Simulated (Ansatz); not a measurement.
# Calculations on CH7NOSSi2

## 1. Relaxation

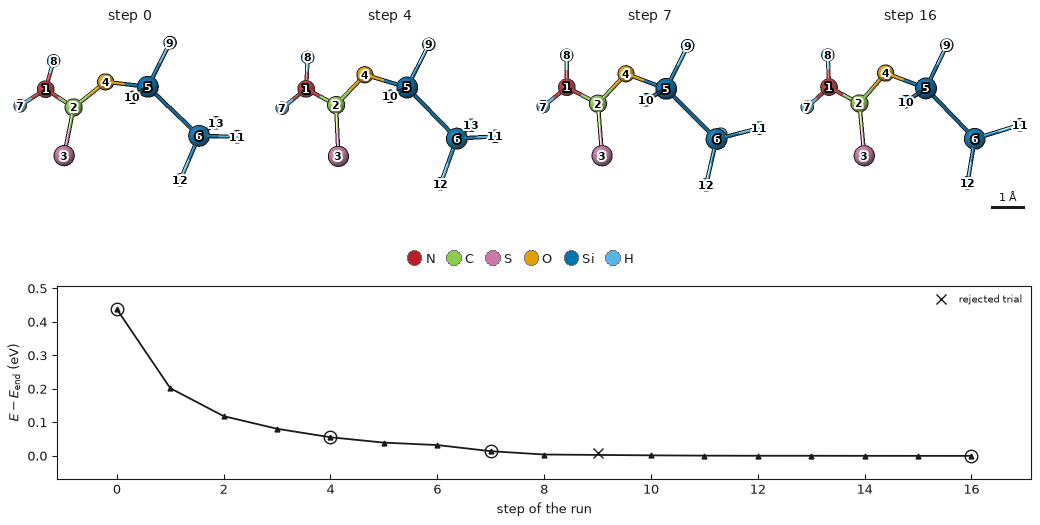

Frames of a relaxation of CH$_{7}$NOSSi$_{2}$, marked on the history of the run. The picture is a ball-and-stick view, seen at a tilt.

The run prepares an end point of a later path (torsion) calculation, from a guessed geometry.

Computed with RKS PBE0/6-31G* (Ansatz). (no spin polarisation; force threshold 0.015 eV/Å; at most 40 steps)

What happens along the run?

Answer. The largest move after the best rigid fit is that of H13, 0.93 Å. Largest moves by element: H 0.93 Å, S 0.72 Å, O 0.27 Å, C 0.24 Å, Si 0.16 Å, N 0.12 Å. Some distances before and after: S3–Si5 3.418 → 3.064 Å, O4–Si5 1.640 → 1.733 Å, Si5–H9 1.537 → 1.490 Å, Si6–H13 1.534 → 1.489 Å. Bond angles that change, for instance: C2–O4–Si5 134.7° → 118.4°, O4–Si5–H9 110.0° → 98.4°, H9–Si5–H10 103.3° → 108.2°. Groups turn about Si5–Si6 by about 40°. Over 15 accepted moves (16 points after the start) the energy falls by 0.438 eV. Largest force component: 3.2 eV/Å at the start, 0.0055 eV/Å at the end. The line search rejected the trial step at point 9 of the run. The run took 63 s on 2 threads of Intel(R) Xeon(R) Platinum 8488C (Sapphire Rapids), with other jobs on the host, peak memory 0.32 GiB. From step 0 to 4: S3 moves most (0.47 Å), energy −0.382 eV. From step 4 to 7: H atoms move most (0.44 Å), energy −0.042 eV. From step 7 to 16: H13 moves most (0.34 Å), energy −0.014 eV.

```tsv
step	E − E(0), eV	largest force component, eV/Å	note
0	0.0000	3.1655	
1	-0.2359	1.5430	
2	-0.3194	0.5959	
3	-0.3571	0.3196	
4	-0.3825	0.3287	
5	-0.3985	0.1978	
6	-0.4057	0.1349	
7	-0.4240	0.0730	
8	-0.4340	0.0721	
9	-0.4285	0.2525	rejected
10	-0.4365	0.1037	
11	-0.4373	0.0980	
12	-0.4377	0.0295	
13	-0.4377	0.0230	
14	-0.4379	0.0269	
15	-0.4380	0.0215	
16	-0.4380	0.0055
```

## 2. Relaxation

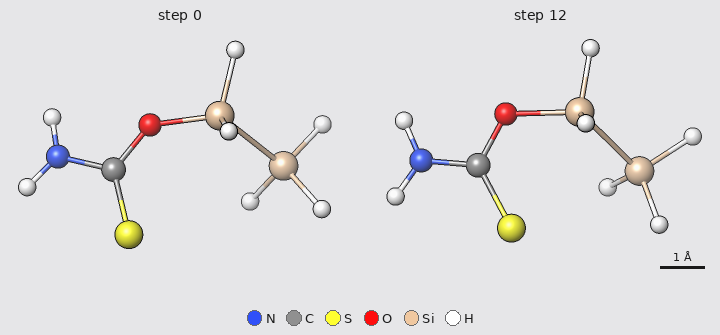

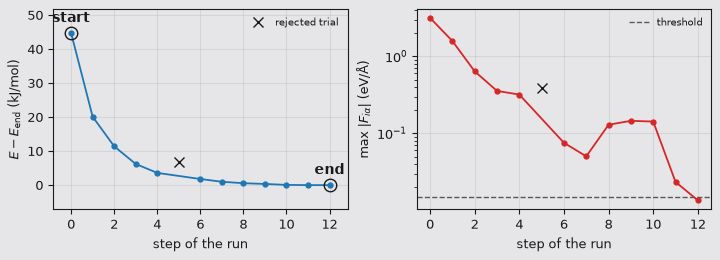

First and last geometry of a relaxation of CH7NOSSi2, with the history of the run. Style: ball-and-stick. Shown at a tilt.

The run prepares an end point of a later path (torsion) calculation, from a guessed geometry.

These are results of RKS PBE0/6-31G* in Ansatz 0.2.0, not measurements. Set-up: no spin polarisation; force threshold 0.015 eV/Å; at most 40 steps.

> Did the run converge, and what did it change?

It converged. The energy falls by 44.7 kJ/mol in 11 accepted moves (12 points after the start). Largest force component: 3.2 eV/Å at the start, 0.013 eV/Å at the end. The line search rejected the trial step at point 5 of the run. The atom that moves furthest after the best rigid fit is an H atom (0.62 Å). Largest moves by element: H 0.62 Å, S 0.61 Å, O 0.27 Å, Si 0.16 Å, C 0.16 Å, N 0.14 Å. Some distances before and after: S–Si 3.418 → 3.064 Å, O–Si 1.640 → 1.733 Å, H–Si 1.534 → 1.486 Å, C–N 1.382 → 1.337 Å. Among the angles between lasting bonds that change: C–O–Si 134.7° → 118.4°, O–Si–H 110.0° → 98.4°, H–Si–H 103.3° → 108.3°. Groups turn about Si–Si by about 20°. Cost: 49 s on 2 threads of Intel(R) Xeon(R) Platinum 8488C (Sapphire Rapids), with other jobs on the host, peak memory 0.31 GiB.

## 3. Path

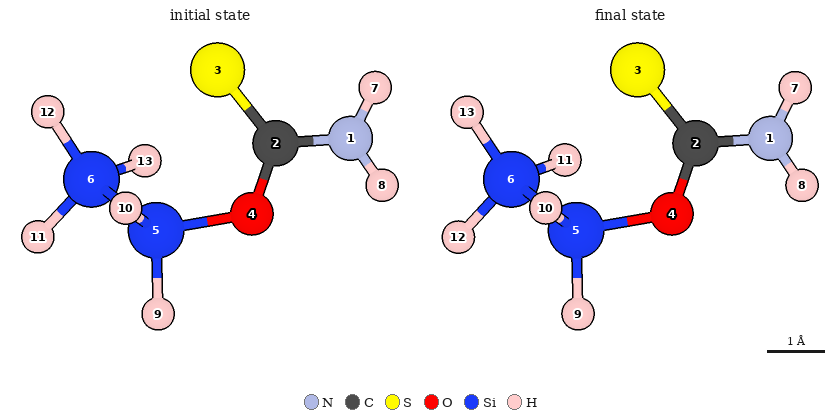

The two relaxed end points of a path for CH7NOSSi2. A ball-and-stick model, seen at a tilt.

The calculation used Ansatz 0.2.0, RKS PBE0/6-31G*.

Input
```yaml
crystal:
  periodic: [false, false, false]
  atoms:
    - { symbol: "N", position_ang: [0.475375, -2.659132, -0.73237] }
    - { symbol: C, position_ang: [0.577011, -1.349865, -0.478912] }
    - { symbol: S, position_ang: [1.221891, -0.229229, -1.533285] }
    - { symbol: O, position_ang: [0.103598, -1.028568, 0.718085] }
    - { symbol: Si, position_ang: [0.199265, 0.625701, 1.22605] }
    - { symbol: Si, position_ang: [-0.941138, 2.11041, -0.173667] }
    - { symbol: H, position_ang: [0.799616, -3.02263, -1.612923] }
    - { symbol: H, position_ang: [0.081987, -3.281123, -0.042039] }
    - { symbol: H, position_ang: [-0.478556, 0.486533, 2.545578] }
    - { symbol: H, position_ang: [1.62006, 0.985939, 1.46857] }
    - { symbol: H, position_ang: [-1.736758, 3.053895, 0.673251] }
    - { symbol: H, position_ang: [-0.004387, 2.908742, -1.006158] }
    - { symbol: H, position_ang: [-1.897466, 1.364527, -1.03738] }
basis:
  gaussian: { orbitals: "6-31G*" }
hamiltonian:
  xc: pbe0
neb:
  order_check: false
  images: 9
  f_tol: 0.03
  max_iterations: 39
  initial_path: idpp
  final_atoms:
    - { symbol: "N", position_ang: [0.28801043, -2.718054, -0.60119414] }
    - { symbol: C, position_ang: [0.46032606, -1.39917578, -0.46296236] }
    - { symbol: S, position_ang: [0.96161897, -0.37689204, -1.68228812] }
    - { symbol: O, position_ang: [0.18629865, -0.98054488, 0.76583364] }
    - { symbol: Si, position_ang: [0.40365185, 0.69946332, 1.13116638] }
    - { symbol: Si, position_ang: [-0.9051012, 2.12672675, -0.17870226] }
    - { symbol: H, position_ang: [0.46428223, -3.15356341, -1.49102124] }
    - { symbol: H, position_ang: [-0.00600235, -3.27657936, 0.18617008] }
    - { symbol: H, position_ang: [-0.05991106, 0.67560969, 2.54697274] }
    - { symbol: H, position_ang: [1.85366098, 1.02263998, 1.12137831] }
    - { symbol: H, position_ang: [-1.99449605, 1.35783126, -0.84083764] }
    - { symbol: H, position_ang: [-1.54549952, 3.14513541, 0.71159336] }
    - { symbol: H, position_ang: [-0.08634099, 2.84260306, -1.19130874] }
```

Launched with:
```bash
ansatz run input.yaml --threads 2 --pin off --max-ram 3072MiB --backend cpu --events-out ev --progress --plain --runs-dir out
```

Predict the minimum-energy path and its barrier.

The two ends have the same energy, and the highest point, image 5, lies 0.069 eV above the start. The motion is a rotation about the Si5–Si6 bond by about 120°. No bond forms or breaks between the ends. Bond angles that change up to the highest image, for instance: Si5–Si6–H13 110.0° → 115.0°, Si5–Si6–H12 111.7° → 106.8°. The band is converged. At the top, the vibrational analysis gives one imaginary mode (96i cm⁻¹), as a transition state must have.

Energies of the converged images:

| image | path (Å) | E (eV) |
| --- | --- | --- |
| 0 | 0.00 | 0.000 |
| 1 | 0.47 | 0.010 |
| 2 | 0.94 | 0.032 |
| 3 | 1.41 | 0.054 |
| 4 | 1.88 | 0.066 |
| 5 | 2.35 | 0.069 |
| 6 | 2.86 | 0.062 |
| 7 | 3.36 | 0.048 |
| 8 | 3.87 | 0.029 |
| 9 | 4.37 | 0.010 |
| 10 | 4.88 | 0.000 |

The geometry at the top of the path:

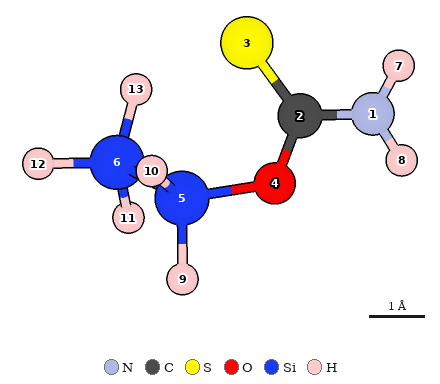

The run took 3.8 min on 2 threads of Intel(R) Xeon(R) Platinum 8488C (Sapphire Rapids), on a shared host, peak memory 0.32 GiB.
